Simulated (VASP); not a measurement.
Band structure of AlV2C (relaxed from the MAX-211 structure, space group P6_3/mmc). Calculation: r2SCAN meta-GGA, VASP's PBE PAW potentials (set 64) (plane waves; VASP).

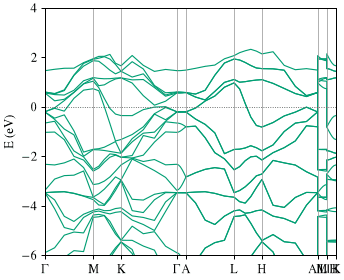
Figure. Bands along high-symmetry lines, zero at the valence-band maximum or, without a gap, the Fermi level

Problem. Read the plot: is there a gap, and where are the band edges?

Solution. It has no gap at this level: it comes out as a metal or semimetal.

The structure was generated: AlV2C was put into the MAX-211 type (P6_3/mmc), which need not be its known phase. It was relaxed first. The run is not spin-polarised, so no magnetic state was tried.
